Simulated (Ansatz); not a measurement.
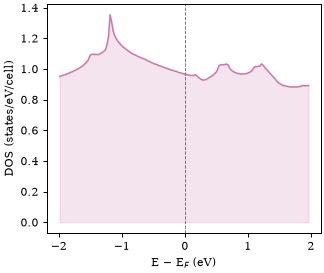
Density of states of SnGe (P-6m2) near the Fermi level, PBEsol, rigid bands in Ansatz (a program for electronic structure).

### Question
With 2 atoms a cell, what bare Sommerfeld coefficient γ = (π²/3) k_B² N(E_F) follows?

### Answer
N(E_F) ≈ 0.97 states/eV a cell at 300 K, so γ ≈ 1.14 mJ/(mol of atoms·K²), before many-body enhancement (phonons, spin fluctuations, correlation).

### Question
How far does the Fermi level move in a rigid band for 0.1 electron a cell added or removed?

### Answer
104 meV and -103 meV.

A metal at this level (no band gap); rigid bands, thermally averaged at 300 K, both spins. Spin-orbit coupling is left out. Geometry: cell and atoms relaxed with PBEsol.

Computed structure with no diffraction record at hand here (it may be known, metastable or hypothetical): SnGe (P-6m2).
